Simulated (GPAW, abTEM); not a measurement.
## WSe2 monolayer, Ta on a W site: independent atoms against a DFT potential

Question: image and diffraction simulations usually add up neutral spherical atoms. How large is the error for a WSe2 monolayer, Ta on a W site, in scanning-probe images and phase-contrast images?

The sheet lies in the middle of a cell with vacuum above and below. All numbers are calculated.

### 1. Relax the structure

The density hangs on the geometry, so the atoms are relaxed first, from slightly displaced sites so that no symmetry traps them, in the host's fixed cell.

Settings: GPAW 26.7.0, PBE, 400 eV, 1×1×1 k-points, Fermi–Dirac width 0.05 eV, spin-polarised, BFGS to 0.05 eV/Å.

```console
$ OMP_NUM_THREADS=1 mpirun -n 4 gpaw python run.py > gpaw.log
```

```text
BFGS:    0     -240.615867        1.062376
BFGS:    1     -240.762292        0.660120
BFGS:    2     -240.876301        0.280445
BFGS:    3     -240.888551        0.227406
...
BFGS:    8     -240.917954        0.080800
BFGS:    9     -240.918822        0.055036
BFGS:   10     -240.919206        0.027750
cell  9.9600 11.5008 12.5600  90.00 90.00 90.00
```

After 10 steps the energy has changed by -0.303 eV; the last force printed is 0.028 eV/Å. It took 19 min on 4 cores of Arm Neoverse N1 (shared host), peak memory 2 GiB.

Shortest distances after relaxation: Se–W 2.538 Å, Se–Ta 2.579 Å, W–W 3.278 Å, Se–Se 3.287 Å.

### 2. Density and charge transfer

Fast electrons feel the potential of the nuclei and of all the electrons, so the PAW density is rebuilt with its core regions. Subtracting spherical free atoms from the same code cancels the cores and leaves the deformation density Δρ, the part due to bonding.

Settings: PBE, 500 eV, 2×1×1 k-points, Fermi–Dirac width 0.05 eV, spin-polarised; supercell of 36 atoms.

```console
$ OMP_NUM_THREADS=1 mpirun -n 4 gpaw python run.py > gpaw.log
```

```text
|iter:   1|       0s | -243.311216 | +0.03 |       |  +3.5983|
|iter:   2|      47s | -243.308995 | -1.30 | -1.14 |  +3.4349|
|iter:   3|      93s | -245.390766 | -0.92 | -1.18 |  +1.9262|
...
|iter:  19|     848s | -241.147839c| -7.11 | -4.52c|  +0.0068|
|iter:  20|     897s | -241.147838c| -7.29 | -4.37c|  +0.0038|
|iter:  21|     924s | -241.147839c| -7.45c| -4.65c|  +0.0017|
```

```text
grid (108, 120, 140)  electrons 1703.000  moved by bonding 7.892 e
deformation density beyond 0.5 A of the nuclei: max 0.122, min -0.118 e/A^3
```

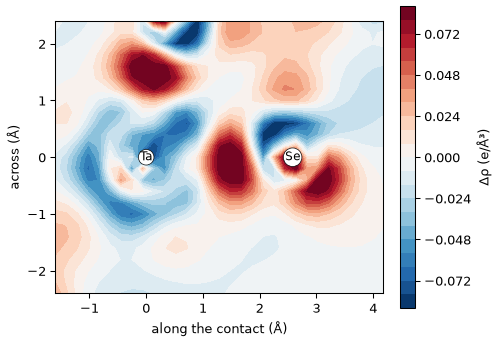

Deformation density in a plane through the shortest contact of the Ta atom at the origin; red gains electrons, blue loses them.

Along the shortest contact from the Ta atom at the map's origin, Ta–Se at 2.58 Å, Δρ is +0.10 e/Å³ at the midpoint and highest, +0.12, 1.49 Å from Ta (points within 0.5 Å of a nucleus left out): a bond charge, the mark of covalency, pulled towards Se. At the midpoints of other shortest contacts it is +0.10 (W–Se, 2.54 Å), +0.02 (W–W, 3.28 Å), 0.00 (Se–Se, 3.29 Å) and +0.02 (W–Ta, 3.33 Å) e/Å³. Point values carry grid noise of about 0.01 e/Å³. The moments given at the start die out. The run needed 21 iterations, 18 min.

Atoms whose charge stands out: Ta36 +0.158, Se16 -0.078, Se23 -0.078, Se25 -0.078, Se22 -0.077, Se24 -0.076 e; averages by element: W +0.105, Se -0.055, Ta +0.158 e.

### 3. Scanning probe: integrated centre of mass and ABF

The integrated centre-of-mass signal follows the projected potential of a thin sample, so it responds to any shift of charge; annular bright field is given beside it. The probe is focused on the sheet.

Settings: abTEM 1.0.9, 80 kV, 2×1×1 cells, grid 168×97, 14 slices, atoms at rest, semi-angle 35 mrad, ABF 18–35 mrad, Gaussian source blur σ = 0.35 Å; iCOM in arbitrary units. Columns, named by their atoms per repeat: Ta (3.32, 5.77), Se2_1st (1.63, 6.73), W_2nd (1.65, 8.65), Se2_3rd (3.32, 9.58), W_far (6.64, 0.01), Se2_far (8.30, 0.96), void (0.00, 7.76) Å; 'void' is a point in the widest open channel, away from the defect; 1st, 2nd and so on count shells round it.

| column | iCOM − void, atoms | bonded | change (%) | ABF, atoms (%) | bonded (%) |
| --- | --- | --- | --- | --- | --- |
| Ta | 0.0339 | 0.0336 | -0.6 | 68.16 | 68.15 |
| Se2_1st | 0.0448 | 0.0441 | -1.7 | 67.51 | 67.53 |
| W_2nd | 0.0341 | 0.0341 | -0.1 | 68.46 | 68.45 |
| Se2_3rd | 0.0445 | 0.0440 | -1.1 | 67.78 | 67.80 |
| W_far | 0.0343 | 0.0343 | +0.2 | 68.47 | 68.46 |
| Se2_far | 0.0444 | 0.0440 | -1.0 | 67.82 | 67.84 |

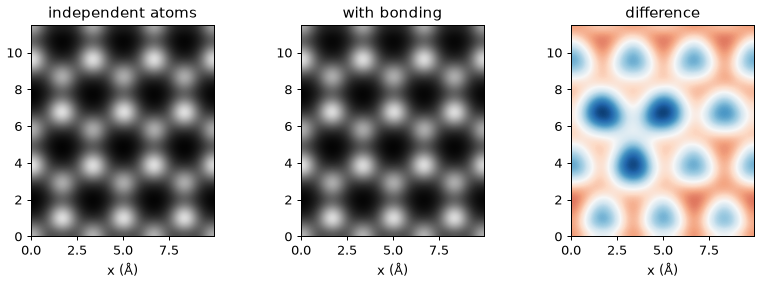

iCOM images: the first two share a grey scale; the difference (red positive) reaches 1 % of the image's range.

Against the void, Se2_1st changes by -1.7 % and W_far by +0.2 %. Screening by site charges alone doesn't account for these signs and sizes; the redistribution between atoms, bonds and voids matters as well. At these points the largest ABF change is 0.023 % of the beam. Time: 76 s.

### 4. Phase-contrast images through focus

Defocus sets how strongly, and with which sign, the lens passes each spatial frequency; bonding changes the potential mostly at the lowest ones. Defocus counts from the exit plane, 5.9 Å below the sheet's middle.

Settings: abTEM 1.0.9, 80 kV, 1×1×1 cells, grid 125×144, 14 slices, atoms at rest, Cs -8 μm, focal spread 40 Å, aperture 35 mrad; positive defocus is underfocus. Intensity relative to vacuum, independent atoms / with bonding. Columns, named by their atoms per repeat: Ta (3.32, 5.77), Se2_1st (1.63, 6.73), W_2nd (1.65, 8.65), Se2_3rd (3.32, 9.58), W_far (6.64, 0.01), Se2_far (8.30, 0.96), void (0.00, 7.76) Å; 'void' is a point in the widest open channel, away from the defect; 1st, 2nd and so on count shells round it.

| defocus (Å) | Ta | Se2_1st | W_2nd | Se2_3rd | W_far | void |
| --- | --- | --- | --- | --- | --- | --- |
| -200 | 1.200 / 1.202 | 1.282 / 1.278 | 1.204 / 1.206 | 1.279 / 1.277 | 1.192 / 1.194 | 1.153 / 1.152 |
| -130 | 0.842 / 0.844 | 1.010 / 1.001 | 0.845 / 0.847 | 1.011 / 1.004 | 0.847 / 0.849 | 0.435 / 0.437 |
| -40 | 1.180 / 1.182 | 1.262 / 1.258 | 1.169 / 1.171 | 1.264 / 1.260 | 1.170 / 1.172 | 0.930 / 0.932 |
| 130 | 0.686 / 0.685 | 0.609 / 0.614 | 0.675 / 0.673 | 0.606 / 0.610 | 0.680 / 0.678 | 1.033 / 1.029 |
| 200 | 1.224 / 1.227 | 1.296 / 1.295 | 1.216 / 1.218 | 1.313 / 1.309 | 1.218 / 1.221 | 1.123 / 1.124 |

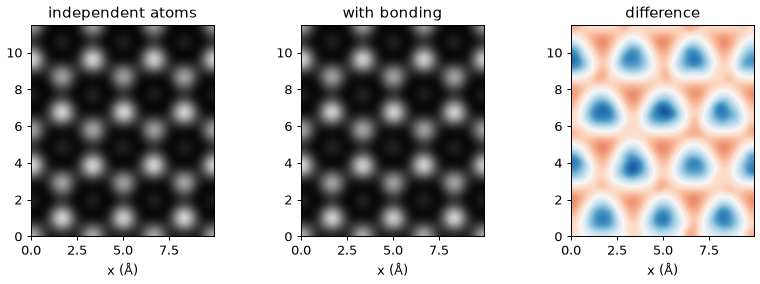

Images at -40 Å defocus: the first two share a grey scale; the difference (red positive) reaches 1 % of the image's range.

The largest change at any listed point, and its share of that image's contrast range (maximum minus minimum): 0.004 (1 %) at -200 Å, 0.009 (1 %) at -130 Å, 0.004 (1 %) at -40 Å, 0.005 (1 %) at 130 Å, 0.004 (1 %) at 200 Å.

### 5. Answer

Putting the DFT potential in place of independent atoms changes iCOM column contrast by -1.7 to +0.2 % and phase contrast by up to 1 % of its range. The bond at the defect, Ta–Se, has Δρ = +0.10 e/Å³ at its midpoint, a covalent bond charge. Limits: the bonding term is static and added to Lobato atoms; no inelastic scattering; a small supercell, so defects interact.

[Outputs are excerpts: Python notices, other lines and further rows are left out; steps that failed or that the build refused (PBEsol, TPSS) are not shown.]

[Logs are printed without paths, hosts, clocks, repeated set-up lines and the standing remarks that a program may print on its own settings, such as how far it seeks lower states.]
